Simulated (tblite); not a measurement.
# Geometry relaxation of C$_{5}$H$_{9}$AlCl$_{3}$N (part 1 of 3)

- system: C$_{5}$H$_{9}$AlCl$_{3}$N
- method: GFN2-xTB geometry optimisation, gas phase (tblite 0.8.0)

It belongs to a series of runs on one base structure; here: H on C replaced by CHCl2.

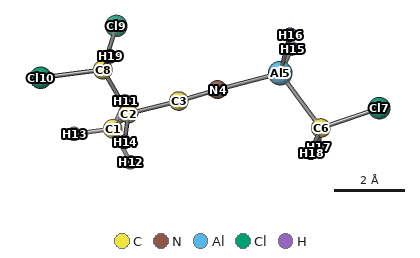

The structure as given in the input (ball-and-stick view, seen at a tilt; atoms are numbered from 1 in the order of the input). Sticks mark near contacts. Bond lengths as drawn: Al–C 1.96 Å, Al–H 1.59 to 1.62 Å, Al–N 1.87 Å, C–C 1.49 to 1.53 Å, C–Cl 1.78 to 1.81 Å, C–H 1.09 to 1.12 Å and C–N 1.16 Å.

Summary:

| quantity | value |
| --- | --- |
| outcome | converged |
| total energy | −895.9200 eV |
| hardware | 1 CPU thread, shared host |
| wall time | 3.2 s |
| peak memory | 0.18 GiB |

The input:
```
{"job": {"kind": "relax", "xc": "GFN2-xTB", "basis": "xTB"}, "charge": 0, "multiplicity": 1}
C     -2.209900    -1.384900    -0.350900
C     -1.814200    -0.254100     0.598900
C     -0.389700     0.090500     0.326800
N      0.703100     0.397300     0.085500
Al     2.478400     0.836700    -0.283300
C      3.722900    -0.354600     0.661300
Cl     5.366600     0.306400     0.477500
C     -2.623300     0.938400     0.210300
Cl    -2.277600     1.380300    -1.496900
Cl    -4.390300     0.567800     0.232100
H     -1.888900    -1.068000    -1.362500
H     -1.648900    -2.293800    -0.044600
H     -3.310400    -1.592000    -0.291900
H     -1.900500    -0.560300     1.656300
H      2.805800     0.708800    -1.860200
H      2.675300     2.376100     0.081300
H      3.695500    -1.330700     0.125900
H      3.456400    -0.557900     1.708600
H     -2.460300     1.803100     0.858200
```

The first line tells a small driver script what to run in tblite; the rest is the geometry in Å.

Launched with:
```bash
OMP_NUM_THREADS=1 python <driver script> task.json out
```

Log:
```
step      E/eV     max force
  0    -894.62791    3.252
  1    -894.92023    2.233
  2    -894.98837    6.638
  3    -895.22202    1.355
  4    -895.28275    0.791
  5    -895.37659    0.767
  6    -895.41245    0.732
  7    -895.45601    0.567
  8    -895.48263    0.577
  9    -895.51787    0.554
 10    -895.55882    0.622
 11    -895.60863    0.626
 12    -895.66132    0.597
 13    -895.70929    0.508
 14    -895.73690    0.354
 15    -895.75854    0.295
 16    -895.76803    0.235
 17    -895.77401    0.254
 18    -895.77924    0.211
 19    -895.78377    0.168
 20    -895.78744    0.157
 21    -895.79040    0.145
 22    -895.79335    0.171
 23    -895.79766    0.204
 24    -895.80254    0.198
 25    -895.80637    0.122
 26    -895.80868    0.125
 27    -895.81029    0.099
 28    -895.81171    0.100
 29    -895.81283    0.078
 30    -895.81360    0.059
 31    -895.81419    0.063
 32    -895.81480    0.059
 33    -895.81554    0.076
 34    -895.81643    0.084
 35    -895.81738    0.073
 36    -895.81819    0.062
 37    -895.81880    0.049
 38    -895.81929    0.055
 39    -895.81977    0.064
 40    -895.82033    0.068
 41    -895.82091    0.059
 42    -895.82144    0.062
 43    -895.82187    0.046
 44    -895.82223    0.047
 45    -895.82251    0.045
 46    -895.82271    0.039
 47    -895.82287    0.029
 48    -895.82304    0.033
 49    -895.82326    0.041
 50    -895.82348    0.035
 51    -895.82368    0.034
 52    -895.82387    0.030
 53    -895.82407    0.034
 54    -895.82432    0.041
 55    -895.82458    0.037
 56    -895.82482    0.036
 57    -895.82502    0.031
 58    -895.82521    0.034
 59    -895.82538    0.040
 60    -895.82554    0.029
 61    -895.82566    0.027
 62    -895.82575    0.024
 63    -895.82583    0.030
 64    -895.82591    0.027
 65    -895.82598    0.015
 66    -895.82603    0.016
 67    -895.82608    0.018
 68    -895.82612    0.020
 69    -895.82616    0.012
 70    -895.82619    0.011
 71    -895.82622    0.014
 72    -895.82625    0.019
 73    -895.82629    0.018
 74    -895.82632    0.015
 75    -895.82635    0.013
 76    -895.82638    0.012
 77    -895.82640    0.013
 78    -895.82642    0.010
 79    -895.82644    0.010
 80    -895.82646    0.011
 81    -895.82648    0.011
 82    -895.82650    0.010
 83    -895.82652    0.013
 84    -895.82655    0.017
 85    -895.82659    0.020
 86    -895.82663    0.015
 87    -895.82667    0.014
 88    -895.82671    0.016
 89    -895.82677    0.022
 90    -895.82683    0.021
 91    -895.82689    0.022
 92    -895.82694    0.022
 93    -895.82701    0.027
 94    -895.82712    0.039
 95    -895.82726    0.042
 96    -895.82740    0.028
 97    -895.82750    0.024
 98    -895.82757    0.023
 99    -895.82766    0.030
100    -895.82781    0.041
101    -895.82804    0.054
102    -895.82840    0.066
103    -895.82892    0.072
104    -895.82968    0.078
105    -895.83077    0.098
106    -895.83205    0.177
107    -895.82845    0.794
108    -895.83326    0.297
109    -895.83169    0.822
110    -895.83544    0.082
111    -895.83637    0.075
112    -895.83791    0.317
113    -895.83913    0.165
114    -895.84003    0.056
115    -895.84082    0.124
116    -895.84143    0.108
117    -895.84210    0.081
118    -895.84246    0.055
119    -895.84284    0.090
120    -895.84318    0.070
121    -895.84354    0.046
122    -895.84378    0.051
123    -895.84408    0.046
124    -895.84431    0.063
125    -895.84457    0.057
126    -895.84498    0.056
127    -895.84567    0.055
128    -895.84663    0.068
129    -895.84765    0.085
130    -895.84864    0.097
131    -895.84972    0.096
132    -895.85110    0.133
133    -895.85285    0.097
134    -895.85518    0.104
135    -895.85661    0.074
136    -895.85831    0.099
137    -895.85992    0.134
138    -895.86123    0.139
139    -895.86251    0.082
140    -895.86339    0.088
141    -895.86409    0.096
142    -895.86497    0.120
143    -895.86568    0.059
144    -895.86611    0.097
145    -895.86684    0.065
146    -895.86741    0.068
147    -895.86847    0.073
148    -895.86898    0.064
149    -895.86958    0.040
150    -895.87014    0.042
151    -895.87045    0.048
152    -895.87098    0.078
153    -895.87152    0.049
154    -895.87191    0.057
155    -895.87237    0.061
156    -895.87290    0.057
157    -895.87334    0.056
158    -895.87397    0.076
159    -895.87450    0.063
160    -895.87543    0.063
161    -895.87600    0.054
162    -895.87708    0.062
163    -895.87762    0.062
164    -895.87812    0.065
165    -895.87863    0.062
166    -895.87956    0.049
167    -895.88021    0.066
168    -895.88116    0.070
169    -895.88216    0.063
170    -895.88347    0.091
171    -895.88514    0.102
172    -895.88742    0.122
173    -895.88997    0.112
174    -895.89257    0.104
175    -895.89454    0.139
176    -895.89660    0.126
177    -895.89930    0.148
178    -895.90171    0.117
179    -895.90349    0.089
180    -895.90492    0.083
181    -895.90622    0.070
182    -895.90732    0.070
183    -895.90817    0.053
184    -895.90887    0.050
185    -895.90957    0.080
186    -895.91045    0.092
187    -895.91144    0.080
188    -895.91234    0.058
189    -895.91276    0.064
190    -895.91361    0.059
191    -895.91425    0.042
192    -895.91468    0.037
193    -895.91494    0.033
194    -895.91522    0.049
195    -895.91553    0.043
196    -895.91581    0.035
197    -895.91603    0.031
198    -895.91620    0.027
199    -895.91636    0.034
200    -895.91651    0.031
201    -895.91664    0.025
202    -895.91674    0.020
203    -895.91683    0.019
204    -895.91691    0.022
205    -895.91702    0.025
206    -895.91713    0.027
207    -895.91725    0.024
208    -895.91734    0.032
209    -895.91742    0.032
210    -895.91753    0.028
211    -895.91770    0.034
212    -895.91792    0.033
213    -895.91813    0.030
214    -895.91831    0.034
215    -895.91849    0.034
216    -895.91868    0.035
217    -895.91888    0.038
218    -895.91905    0.032
219    -895.91918    0.026
220    -895.91928    0.022
221    -895.91937    0.038
222    -895.91946    0.025
223    -895.91954    0.017
224    -895.91961    0.016
225    -895.91968    0.017
226    -895.91973    0.020
227    -895.91977    0.017
228    -895.91981    0.014
229    -895.91986    0.016
230    -895.91991    0.018
231    -895.91995    0.013
232    -895.91998    0.011
233    -895.92000    0.007
```

Trajectory as extended XYZ (Å, eV, eV/Å), 26 of the 234 frames kept, from step=0 to step=233:
```
19
Properties=species:S:1:pos:R:3:forces:R:3 step=0 energy=-894.62791
C    -2.2099   -1.3849   -0.3509    0.3750  -1.0730   0.0160
C    -1.8142   -0.2541    0.5989    1.5920  -0.4060  -0.3270
C    -0.3897    0.0905    0.3268   -0.4610  -0.0690   0.2690
N     0.7031    0.3973    0.0855   -1.6210  -0.6280   0.4240
Al    2.4784    0.8367   -0.2833    1.8950   2.0230  -1.7010
C     3.7229   -0.3546    0.6613   -0.6840  -1.1010   0.1960
Cl    5.3666    0.3064    0.4775   -0.4660  -0.0360   0.1460
C    -2.6233    0.9384    0.2103   -1.0850   0.9400  -0.2030
Cl   -2.2776    1.3803   -1.4969    0.2350   0.3420   0.1750
Cl   -4.3903    0.5678    0.2321    0.2240   0.1760   0.4060
H    -1.8889   -1.0680   -1.3625   -0.4890  -0.5840   0.4820
H    -1.6489   -2.2938   -0.0446   -0.4570   0.4000  -0.4330
H    -3.3104   -1.5920   -0.2919    1.1720   0.2410  -0.1480
H    -1.9005   -0.5603    1.6563   -0.1470   0.2880  -0.2920
H     2.8058    0.7088   -1.8602   -0.5720  -0.3010   0.4120
H     2.6753    2.3761    0.0813   -0.5160  -0.3780   0.2650
H     3.6955   -1.3307    0.1259    0.3300   0.1820   0.3400
H     3.4564   -0.5579    1.7086    0.7200  -0.1020   0.1200
H    -2.4603    1.8031    0.8582   -0.0440   0.0860  -0.1480
19
Properties=species:S:1:pos:R:3:forces:R:3 step=9 energy=-895.51787
C    -2.1497   -1.4457   -0.3597    0.0520   0.2470   0.1430
C    -1.7705   -0.2478    0.5446   -0.4130   0.0660  -0.1200
C    -0.3858    0.1111    0.3393    0.0720  -0.1250  -0.0400
N     0.7118    0.3562    0.1116    0.1170   0.0840  -0.0030
Al    2.7169    0.9900   -0.3884   -0.1700  -0.0550  -0.0010
C     3.6005   -0.4743    0.7029   -0.1260   0.1870  -0.0410
Cl    5.1742    0.3872    0.4397   -0.3340   0.3120  -0.3130
C    -2.6508    0.9823    0.1866    0.1770  -0.0740   0.0650
Cl   -2.2536    1.5080   -1.4701   -0.1210   0.0360  -0.0660
Cl   -4.3863    0.6081    0.3447    0.1810  -0.0100  -0.0440
H    -1.9154   -1.2130   -1.3949    0.0150  -0.0150   0.0020
H    -1.6250   -2.3522   -0.0764    0.0720   0.0610   0.0900
H    -3.2223   -1.6109   -0.2733    0.0960  -0.0440   0.0150
H    -1.9599   -0.4925    1.6043    0.1820   0.0050  -0.2480
H     2.6976    0.6688   -1.9544    0.0390   0.1830   0.4520
H     2.5759    2.4729    0.1553    0.0940  -0.3600  -0.1660
H     3.7321   -1.4329    0.2081    0.0340  -0.2920   0.0000
H     3.5689   -0.6452    1.7741   -0.0790  -0.1370   0.2180
H    -2.4684    1.8394    0.8385    0.1110  -0.0690   0.0570
19
Properties=species:S:1:pos:R:3:forces:R:3 step=19 energy=-895.78377
C    -2.1133   -1.4481   -0.3713    0.0470   0.1020   0.0500
C    -1.7407   -0.2271    0.4810   -0.0420   0.1630   0.0040
C    -0.3506    0.1144    0.2893   -0.1420  -0.0750   0.0210
N     0.7539    0.3680    0.1195    0.0740   0.0630  -0.0590
Al    2.6637    0.9417   -0.3295   -0.0540   0.0710  -0.1260
C     3.4956   -0.5764    0.7470    0.0420   0.0660  -0.0160
Cl    4.8452    0.5534    0.2597    0.0360  -0.0110  -0.0210
C    -2.6046    1.0149    0.1683    0.0520  -0.0490   0.0330
Cl   -2.3095    1.5968   -1.4925    0.0100  -0.0570   0.0340
Cl   -4.3257    0.6229    0.3773    0.0310   0.0370   0.0180
H    -1.9025   -1.2685   -1.4217    0.0270   0.0160   0.0100
H    -1.5481   -2.3094   -0.0300    0.0250  -0.0540  -0.0630
H    -3.1748   -1.6477   -0.2538    0.0180  -0.0260   0.0000
H    -1.9002   -0.4693    1.5416    0.0670   0.0050  -0.0500
H     2.6656    0.7133   -1.8752   -0.0520  -0.0730   0.0710
H     2.5549    2.4181    0.1595   -0.1020  -0.0600   0.1190
H     3.7611   -1.5286    0.2833   -0.0320  -0.0690   0.0390
H     3.5969   -0.6979    1.8277   -0.0140  -0.0090   0.0070
H    -2.3768    1.8386    0.8524    0.0070  -0.0400  -0.0690
19
Properties=species:S:1:pos:R:3:forces:R:3 step=28 energy=-895.81171
C    -2.0897   -1.4378   -0.3731    0.0210   0.0430   0.0190
C    -1.7270   -0.2212    0.4865    0.0100   0.0990   0.0120
C    -0.3456    0.1269    0.2708   -0.0570  -0.0270   0.0140
N     0.7497    0.3955    0.0707    0.0260  -0.0210  -0.0140
Al    2.6333    0.9321   -0.3250    0.0040  -0.0030  -0.0600
C     3.4856   -0.5733    0.7408    0.0300  -0.0260   0.0450
Cl    4.8252    0.5515    0.2093   -0.0130  -0.0540   0.0020
C    -2.5899    1.0161    0.1699    0.0240  -0.0070  -0.0090
Cl   -2.3036    1.5601   -1.5082   -0.0120  -0.0310   0.0480
Cl   -4.3119    0.6477    0.4010    0.0440   0.0070   0.0230
H    -1.8830   -1.2321   -1.4195   -0.0260  -0.0100  -0.0150
H    -1.5106   -2.3018   -0.0615    0.0260  -0.0070  -0.0060
H    -3.1468   -1.6562   -0.2515   -0.0020  -0.0140  -0.0150
H    -1.8540   -0.4624    1.5502   -0.0410  -0.0080  -0.0330
H     2.6131    0.6598   -1.8592   -0.0260   0.0570   0.0190
H     2.4561    2.3655    0.2624   -0.0190  -0.0100   0.0020
H     3.7416   -1.5466    0.3151    0.0040   0.0040  -0.0240
H     3.5917   -0.6676    1.8235    0.0130   0.0430   0.0350
H    -2.3441    1.8531    0.8302   -0.0050  -0.0350  -0.0420
19
Properties=species:S:1:pos:R:3:forces:R:3 step=37 energy=-895.81880
C    -2.0772   -1.4285   -0.3790   -0.0040  -0.0110   0.0010
C    -1.7248   -0.2120    0.4848   -0.0060   0.0180   0.0150
C    -0.3409    0.1210    0.2762   -0.0330  -0.0130  -0.0260
N     0.7545    0.3662    0.0487   -0.0050  -0.0360   0.0280
Al    2.6229    0.9198   -0.3272    0.0370   0.0090  -0.0220
C     3.4845   -0.5763    0.7572    0.0200  -0.0120   0.0020
Cl    4.8216    0.5269    0.1811   -0.0060   0.0080  -0.0190
C    -2.5815    1.0239    0.1657    0.0070  -0.0010  -0.0140
Cl   -2.3137    1.5423   -1.5206   -0.0420  -0.0040   0.0240
Cl   -4.2981    0.6539    0.4368    0.0260   0.0380  -0.0130
H    -1.8900   -1.2236   -1.4291    0.0050   0.0320  -0.0060
H    -1.4766   -2.2805   -0.0753    0.0090  -0.0300  -0.0100
H    -3.1282   -1.6675   -0.2478   -0.0210  -0.0190   0.0070
H    -1.8745   -0.4600    1.5424    0.0150  -0.0020   0.0200
H     2.5756    0.7036   -1.8687    0.0160   0.0080   0.0210
H     2.4170    2.3367    0.2888    0.0170   0.0080   0.0220
H     3.7331   -1.5580    0.3455   -0.0150  -0.0080   0.0050
H     3.6084   -0.6455    1.8409   -0.0060   0.0290  -0.0060
H    -2.3218    1.8669    0.8119   -0.0150  -0.0140  -0.0280
19
Properties=species:S:1:pos:R:3:forces:R:3 step=47 energy=-895.82287
C    -2.0777   -1.4279   -0.3812   -0.0080  -0.0060  -0.0140
C    -1.7294   -0.2114    0.4859   -0.0050  -0.0150  -0.0070
C    -0.3417    0.1049    0.2747   -0.0040   0.0130  -0.0090
N     0.7613    0.3191    0.0513   -0.0210   0.0080   0.0080
Al    2.6248    0.9186   -0.3251    0.0040  -0.0130   0.0070
C     3.4888   -0.5735    0.7606    0.0180   0.0090  -0.0050
Cl    4.8271    0.5088    0.1458   -0.0060  -0.0050  -0.0080
C    -2.5823    1.0259    0.1607    0.0100   0.0030  -0.0170
Cl   -2.3448    1.5256   -1.5354   -0.0010  -0.0140   0.0170
Cl   -4.2992    0.6784    0.4571    0.0280  -0.0030   0.0080
H    -1.9018   -1.2002   -1.4288   -0.0170  -0.0140  -0.0180
H    -1.4599   -2.2762   -0.0985   -0.0070   0.0070   0.0010
H    -3.1235   -1.6883   -0.2447   -0.0040   0.0170   0.0150
H    -1.8769   -0.4556    1.5451   -0.0050   0.0020   0.0020
H     2.5723    0.7413   -1.8690    0.0080   0.0000   0.0010
H     2.4155    2.3205    0.3231    0.0070   0.0080   0.0170
H     3.7252   -1.5690    0.3759    0.0060   0.0060   0.0140
H     3.6193   -0.6077    1.8451    0.0030   0.0020  -0.0080
H    -2.3069    1.8760    0.7898   -0.0070  -0.0040  -0.0030
```
